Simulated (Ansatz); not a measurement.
# HF/STO-3G run of [PH2]− (phosphanide)

What is the vertical singlet–triplet gap of [PH2]− (phosphanide) at HF/STO-3G? 

The results are computed with Ansatz 0.2.0.

### Step 1. Starting point

[PH2]− has 3 atoms, charge -1, and is taken as a singlet. SMILES: `[PH2-]`. The coordinates come from a GFN2-xTB relaxation.

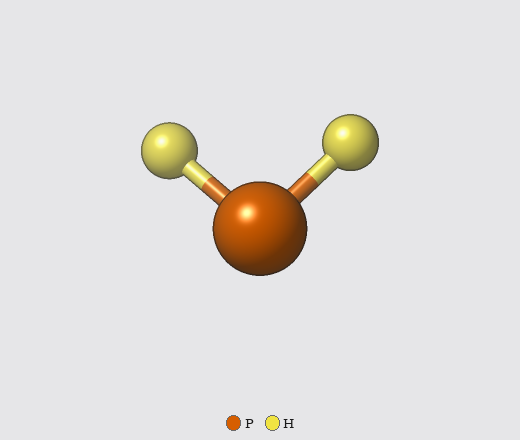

The structure, seen from a chosen angle (phosphorus orange, hydrogen yellow).

### Step 2. The energy at HF/STO-3G

Input file run.yaml:

```yaml
crystal:
  periodic: [false, false, false]
  atoms:
    - symbol: P
      position_ang: [0.498920, -0.293580, 0.245050]
    - symbol: H
      position_ang: [0.105590, 0.990220, 0.165130]
    - symbol: H
      position_ang: [-0.604500, -0.696650, -0.410180]
basis:
  gaussian: {orbitals: STO-3G}
total_charge: -1
hamiltonian: {xc: hf}
accuracy: high
output: {orbitals: {seedname: orbitals}}
```

On the command line:

```sh
$ ansatz run run.yaml --threads 1 --pin off --max-ram 2610MiB --events-out events.jsonl --progress --plain --runs-dir runs
```

The log of the run:

```text
Warning: RAYON_NUM_THREADS=1 ignored (pool sized by the plan → 1); use --threads N
Functional definition: HF
  name "HF"
  exchange = exact_x
  correlation = 0
162 factors; integrals over basis functions are off by at most 8.6e-9 eV
mean field evaluation 1: about -9191.5225 eV, gradient 9.2e0 eV
mean field evaluation 2: about -9191.5377 eV, gradient 9.2e0 eV
mean field evaluation 4: about -9191.9014 eV, gradient 1.2e-1 eV
mean field evaluation 8: about -9191.9010 eV, gradient 1.8e-5 eV
mean field -9191.90103358 eV, -337.7961324896 hartree, gradient 2.9e-8 eV, S^2 0.000000; 0 other end points of the search recorded, 0 dependent functions left out
reference -9191.90103358 eV, -337.7961324896 hartree; 9, 9 occupied and 2, 2 virtual orbitals, 162 factors
Total energy: -9191.90103358 eV, -337.7961324896 hartree
```

It took 0.1 s on 1 thread of Arm Neoverse N1, shared host.

### Step 3. The triplet, same level

Changes to run.yaml since step 2:

```diff
@@ -10,5 +10,10 @@
 basis:
-  gaussian: {orbitals: STO-3G}
+  gaussian:
+    orbitals: STO-3G
 total_charge: -1
-hamiltonian: {xc: hf}
+magnetization:
+  spin_polarized: true
+  initial_magnetization: 2
+hamiltonian:
+  xc: hf
 accuracy: high
```

On the command line:

```sh
$ ansatz run run.yaml --threads 1 --pin off --max-ram 2610MiB --events-out events.jsonl --progress --plain --runs-dir runs
```

The log of the run:

```text
Warning: RAYON_NUM_THREADS=1 ignored (pool sized by the plan → 1); use --threads N
Functional definition: HF
  name "HF"
  exchange = exact_x
  correlation = 0
162 factors; integrals over basis functions are off by at most 8.6e-9 eV
mean field evaluation 1: about -9184.2720 eV, gradient 3.3e0 eV
mean field evaluation 2: about -9184.3322 eV, gradient 3.3e0 eV
mean field evaluation 4: about -9184.4649 eV, gradient 3.3e-1 eV
mean field evaluation 8: about -9184.4669 eV, gradient 6.9e-8 eV
mean field -9184.46691860 eV, -337.5229338034 hartree, gradient 8.1e-9 eV, S^2 2.012300; 0 other end points of the search recorded, 0 dependent functions left out
reference -9184.46691860 eV, -337.5229338034 hartree; 10, 8 occupied and 1, 3 virtual orbitals, 162 factors
Total energy: -9184.46691860 eV, -337.5229338034 hartree
```

Run time: 0.11 s. Hardware: 1 thread of Arm Neoverse N1, shared host.

### Step 4. What came out

Level: HF/STO-3G.

| quantity | value |
| --- | --- |
| singlet: total energy | -337.79613 Eh |
| singlet: HOMO energy | 5.77 eV |
| singlet: LUMO energy | 24.87 eV |
| singlet: HOMO–LUMO gap (to an unbound level, set by the basis) | 19.10 eV |
| triplet: total energy | -337.52293 Eh |
| triplet: HOMO energy (highest over α and β) | 13.54 eV |
| triplet: LUMO energy (lowest over α and β) | 17.64 eV |
| triplet: ⟨S²⟩ | 2.012 |
| vertical energy of the triplet above the singlet | 7.434 eV |

In words: At this shape the triplet lies 7.43 eV (717 kJ/mol) above the singlet. For an anion a state so high probably lies above electron detachment. In a minimal basis such a difference can be off by several eV, whatever the method. The HOMO (singlet) lies at positive energy, 5.77 eV: the electron is unbound at this level or held by a compact basis; values depend on the basis. The HOMO (triplet) lies at positive energy, 13.54 eV: the electron is unbound at this level or held by a compact basis; values depend on the basis.
